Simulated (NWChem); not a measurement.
# One shape, several levels: C2HFOS (SMILES Fc1cso1)

We compute a comparison of 4 runs (HF/STO-3G, HF/3-21G, B3LYP/6-31G*) of C2HFOS. 

The calculation is run with NWChem 7.3.0.

## Step 1: The structure to begin with

C2HFOS: 6 atoms, total charge 0, spin state singlet. As SMILES, `Fc1cso1`. The coordinates come from a GFN2-xTB relaxation.

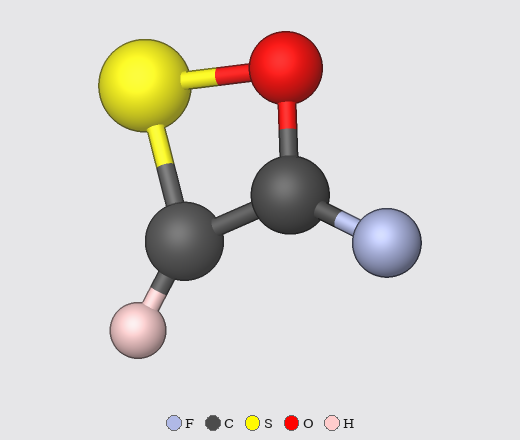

Viewed from a chosen angle; fluorine light blue, carbon dark grey, sulfur yellow, oxygen red, hydrogen pink.

## Step 2: Energy and gradient at HF/STO-3G (run 1)

Input file run.nw:

```
START run
TITLE "C2HFOS"
memory stack 880 mb heap 220 mb global 1100 mb
GEOMETRY noautosym nocenter noautoz
F     1.288500   -1.402650    0.231380
C     0.412550   -0.469020   -0.084790
C    -0.314120    0.425090    0.590190
S    -0.993910    0.982900   -0.946800
O     0.076720   -0.264720   -1.388090
H    -0.469730    0.728400    1.598120
END
BASIS spherical bse
* library STO-3G
END
SCF
thresh 1e-08
maxiter 80
END
TASK scf gradient
```

Launch:

```bash
$ nwchem run.nw > run.out
```

Output:

```text
[...]
  functions       =    30
[...]
  wavefunction    = RHF
[...]
         Total SCF energy =   -640.361466790375
      One-electron energy =  -1323.915702465741
      Two-electron energy =    465.146943693657
 Nuclear repulsion energy =    218.407291981709
        Time for solution =      1.0s
[...]
                         RHF ENERGY GRADIENTS
    atom               coordinates                        gradient
                 x          y          z           x          y          z
   1 F       2.434912  -2.650624   0.437245   -0.015452   0.016644  -0.003799
   2 C       0.779606  -0.886319  -0.160230    0.003180  -0.010368  -0.054536
   3 C      -0.593601   0.803304   1.115297   -0.005362   0.008355   0.019635
   4 S      -1.878218   1.857412  -1.789193    0.017600  -0.019527  -0.000151
   5 O       0.144980  -0.500248  -2.623110    0.000705   0.005258   0.047459
   6 H      -0.887661   1.376476   3.020009   -0.000672  -0.000362  -0.008608
[...]
```

Run time: 1.9 s. Hardware: 1 thread of Intel Xeon 6975P-C (Granite Rapids), shared host; peak memory 0.099 GiB.

## Step 3: Energy and forces at HF/3-21G (run 2)

Input file c2hfos.xyz:

```xyz
6

F      1.288500    -1.402650     0.231380
C      0.412550    -0.469020    -0.084790
C     -0.314120     0.425090     0.590190
S     -0.993910     0.982900    -0.946800
O      0.076720    -0.264720    -1.388090
H     -0.469730     0.728400     1.598120
```

Input file c2hfos.nw:

```
start c2hfos
memory 2200 mb
geometry noautosym nocenter noautoz
 load c2hfos.xyz
end
basis spherical bse
 * library 3-21G
end
scf
 singlet
 rhf
 thresh 1e-08
 maxiter 80
 print low
end
task scf gradient
```

Launch:

```bash
$ nwchem c2hfos.nw > c2hfos.out
```

Output:

```text
[...]
  functions       =    51
[...]
  wavefunction    = RHF
[...]
         Total SCF energy =   -644.677984625906
      One-electron energy =  -1323.733819222102
      Two-electron energy =    460.648542614486
 Nuclear repulsion energy =    218.407291981710
        Time for solution =      1.3s
[...]
                         RHF ENERGY GRADIENTS
    atom               coordinates                        gradient
                 x          y          z           x          y          z
   1 F       2.434912  -2.650624   0.437245    0.002063  -0.001961   0.003035
   2 C       0.779606  -0.886319  -0.160230   -0.004800   0.001205  -0.034184
   3 C      -0.593601   0.803304   1.115297   -0.022487   0.022295  -0.019519
   4 S      -1.878218   1.857412  -1.789193    0.054977  -0.057223   0.029724
   5 O       0.144980  -0.500248  -2.623110   -0.025887   0.030733   0.016027
   6 H      -0.887661   1.376476   3.020009   -0.003865   0.004951   0.004917
 Task  times  cpu:        1.9s     wall:        1.9s
 Total times  cpu:        1.9s     wall:        1.9s
```

Run time: 2.5 s. Hardware: 1 thread of Intel Xeon 6975P-C (Granite Rapids), shared host; peak memory 0.096 GiB.

## Step 4: Energy and gradient at B3LYP/6-31G(d) (spherical functions) (run 3)

Input file run.py:

```python
from ase import Atoms
from ase.calculators.nwchem import NWChem

molecule = Atoms(['F', 'C', 'C', 'S', 'O', 'H'], positions=[
    [1.288500, -1.402650, 0.231380],
    [0.412550, -0.469020, -0.084790],
    [-0.314120, 0.425090, 0.590190],
    [-0.993910, 0.982900, -0.946800],
    [0.076720, -0.264720, -1.388090],
    [-0.469730, 0.728400, 1.598120],
])

calc = NWChem(
    label='nw',
    theory='dft',
    memory='2200 mb',
    basis='6-31G*',
    basispar='spherical bse',
    dft={'xc': 'b3lyp', 'mult': '1', 'grid': 'xfine', 'convergence': 'energy 1e-08', 'iterations': '100', 'mulliken': None},
)
molecule.calc = calc

forces = molecule.get_forces()
print("Total energy (eV):", round(molecule.get_potential_energy(), 6))
print("forces (eV/A):")
for s, f in zip(molecule.symbols, forces):
    print(f"{s:2s} {f[0]:10.5f} {f[1]:10.5f} {f[2]:10.5f}")
print("dipole (e A):", molecule.get_dipole_moment().round(4))
```

Launch:

```bash
$ export ASE_NWCHEM_COMMAND="nwchem PREFIX.nwi > PREFIX.nwo"
$ python run.py
```

Output:

```text
Total energy (eV): -17686.209507
forces (eV/A):
F    -0.14954    0.13185   -0.28087
C     0.03939   -0.01980    0.25860
C    -0.02674    0.06294    0.21973
S    -0.73832    0.83283    0.11256
O     0.92508   -1.12470   -0.78331
H    -0.04988    0.11693    0.47329
dipole (e A): [-0.1229  0.1725  0.2754]
```

The calculator wrote nw.nwi:

```
title "nw"

permanent_dir nw

scratch_dir nw

start nw

geometry units angstrom nocenter noautosym noautoz
  F  1.2885000000000000e+00 -1.4026500000000000e+00 2.3138000000000000e-01
  C  4.1254999999999997e-01 -4.6901999999999999e-01 -8.4790000000000004e-02
  C  -3.1412000000000001e-01 4.2509000000000002e-01 5.9018999999999999e-01
  S  -9.9390999999999996e-01 9.8290000000000000e-01 -9.4679999999999997e-01
  O  7.6719999999999997e-02 -2.6472000000000001e-01 -1.3880900000000000e+00
  H  -4.6972999999999998e-01 7.2840000000000005e-01 1.5981200000000000e+00
end

memory 2200 mb

basis spherical bse noprint
   * library 6-31G*
end

dft
  xc b3lyp
  mult 1
  grid xfine
  convergence energy 1e-08
  iterations 100
  mulliken
end

task dft gradient
```

nw.nwo, shortened:

```text
[...]
         Total DFT energy =     -649.956216529784
[...]
  wavefunction    = closed shell
                         DFT ENERGY GRADIENTS
    atom               coordinates                        gradient
                 x          y          z           x          y          z
   1 F       2.434912  -2.650624   0.437245    0.002908  -0.002564   0.005462
   2 C       0.779606  -0.886319  -0.160230   -0.000766   0.000385  -0.005029
   3 C      -0.593601   0.803304   1.115297    0.000520  -0.001224  -0.004273
   4 S      -1.878218   1.857412  -1.789193    0.014358  -0.016196  -0.002189
   5 O       0.144980  -0.500248  -2.623110   -0.017990   0.021872   0.015233
   6 H      -0.887661   1.376476   3.020009    0.000970  -0.002274  -0.009204
[...]
```

It took 23 s on 1 thread of Intel Xeon 6975P-C (Granite Rapids), shared host; peak memory 0.13 GiB.

## Step 5: Energy and forces at B3LYP/6-31G(d) (Cartesian functions) (run 4)

c2hfos.xyz is that of step 3.

Input file run.py:

```python
from ase.io import read
from ase.calculators.nwchem import NWChem

mol = read('c2hfos.xyz')

calc = NWChem(
    label='c2hfos',
    theory='dft',
    memory='2200 mb',
    basis='6-31G*',
    dft={'xc': 'b3lyp', 'mult': '1', 'grid': 'xfine', 'convergence': 'energy 1e-08', 'iterations': '100', 'mulliken': None},
)
mol.calc = calc

forces = mol.get_forces()
print("Total energy (eV):", round(mol.get_potential_energy(), 6))
print("forces (eV/A):")
for s, f in zip(mol.symbols, forces):
    print(f"{s:2s} {f[0]:10.5f} {f[1]:10.5f} {f[2]:10.5f}")
print("dipole (e A):", mol.get_dipole_moment().round(4))
```

Launch:

```bash
$ export ASE_NWCHEM_COMMAND="nwchem PREFIX.nwi > PREFIX.nwo"
$ python run.py
```

Output:

```text
Total energy (eV): -17686.37852
forces (eV/A):
F    -0.14655    0.12938   -0.27408
C     0.02293   -0.00098    0.26112
C    -0.00859    0.04448    0.23448
S    -0.75215    0.84692    0.10248
O     0.93382   -1.13617   -0.79653
H    -0.04947    0.11637    0.47257
dipole (e A): [-0.1235  0.1732  0.276 ]
```

The calculator wrote c2hfos.nwi:

```
title "c2hfos"

permanent_dir c2hfos

scratch_dir c2hfos

start c2hfos

geometry units angstrom nocenter noautosym noautoz
  F  1.2885000000000000e+00 -1.4026500000000000e+00 2.3138000000000000e-01
  C  4.1254999999999997e-01 -4.6901999999999999e-01 -8.4790000000000004e-02
  C  -3.1412000000000001e-01 4.2509000000000002e-01 5.9018999999999999e-01
  S  -9.9390999999999996e-01 9.8290000000000000e-01 -9.4679999999999997e-01
  O  7.6719999999999997e-02 -2.6472000000000001e-01 -1.3880900000000000e+00
  H  -4.6972999999999998e-01 7.2840000000000005e-01 1.5981200000000000e+00
end

memory 2200 mb

basis noprint
   * library 6-31G*
end

dft
  xc b3lyp
  mult 1
  grid xfine
  convergence energy 1e-08
  iterations 100
  mulliken
end

task dft gradient
```

c2hfos.nwo, shortened:

```text
[...]
         Total DFT energy =     -649.962427655775
[...]
  wavefunction    = closed shell
                         DFT ENERGY GRADIENTS
    atom               coordinates                        gradient
                 x          y          z           x          y          z
   1 F       2.434912  -2.650624   0.437245    0.002850  -0.002516   0.005330
   2 C       0.779606  -0.886319  -0.160230   -0.000446   0.000019  -0.005078
   3 C      -0.593601   0.803304   1.115297    0.000167  -0.000865  -0.004560
   4 S      -1.878218   1.857412  -1.789193    0.014627  -0.016470  -0.001993
   5 O       0.144980  -0.500248  -2.623110   -0.018160   0.022095   0.015490
   6 H      -0.887661   1.376476   3.020009    0.000962  -0.002263  -0.009190
[...]
```

Run time: 24 s. Hardware: 1 thread of Intel Xeon 6975P-C (Granite Rapids), shared host; peak memory 0.13 GiB.

## Step 6: All runs side by side

| run | level | iteration cap | module | energy (Eh) | dipole moment (D) | HOMO energy (eV) | LUMO energy (eV) | wall time |
| --- | --- | --- | --- | --- | --- | --- | --- | --- |
| 1 | HF/STO-3G | 80 | scf | -640.361467 | 1.40 | -6.81 | 8.61 | 1.9 s |
| 2 | HF/3-21G | 80 | scf | -644.677985 | – | – | – | 2.5 s |
| 3 | B3LYP/6-31G* (spherical functions) | 100 | dft | -649.956217 | 1.67 | -6.29 | -1.79 | 23 s |
| 4 | B3LYP/6-31G* (Cartesian functions) | 100 | dft | -649.962428 | 1.67 | -6.29 | -1.80 | 24 s |

## Step 7: Results

| quantity | value |
| --- | --- |
| run 4: total energy | -649.96243 Eh |
| run 4: dipole moment | 1.67 D |
| run 4: HOMO energy | -6.29 eV |
| run 4: LUMO energy | -1.80 eV |
| run 4: HOMO–LUMO gap | 4.49 eV |
| run 4: largest force on an atom | 1.673 eV/Å |

Over runs 1, 3, 4 the dipole moment (its size) runs from 1.40 D (HF/STO-3G) to 1.67 D (B3LYP/6-31G*). The two ends differ in method and basis. Over runs 1, 3, 4 the HOMO–LUMO gap runs from 4.49 eV (B3LYP/6-31G*) to 15.42 eV (HF/STO-3G). In run 1 the basis is minimal, so the values are rough. All runs together took 52 s, the longest 24 s.
